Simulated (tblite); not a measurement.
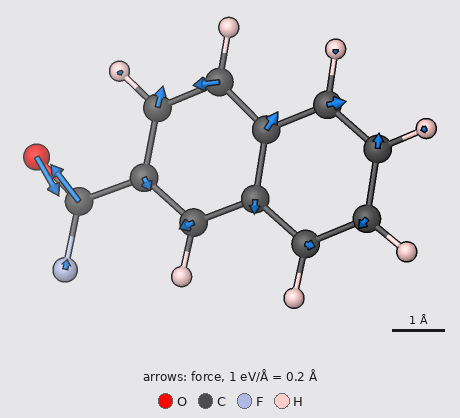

Starting geometry of C$_{11}$H$_{7}$FO with the computed forces as blue arrows. A ball-and-stick model, seen at a tilt.

These are results of tblite 0.8.0, GFN2-xTB geometry optimisation, gas phase, not measurements. 

What follows when this structure is relaxed?

It isn't relaxed: the largest force vector, on a C atom, is 4.82 eV/Å. The final displacements follow the starting forces only in part (cosine between the two patterns 0.46). Over 27 geometry steps the energy falls by 0.629 eV. The O atom moves most after the best rigid fit: 0.19 Å. Largest moves by element: O 0.19 Å, F 0.13 Å, H 0.10 Å, C 0.07 Å. Near-neighbour distances that change, for instance: C–O 1.263 → 1.185 Å, C–C 1.372 → 1.422 Å, C–C 1.398 → 1.362 Å, C–C 1.390 → 1.416 Å. Bond angles that change, for instance: O–C–C 118.1° → 129.3°, F–C–C 119.8° → 112.3°, C–C–C 117.1° → 122.1°. Cost: 0.21 s on 1 thread of Intel(R) Xeon(R) 6975P-C, with other jobs on the host.
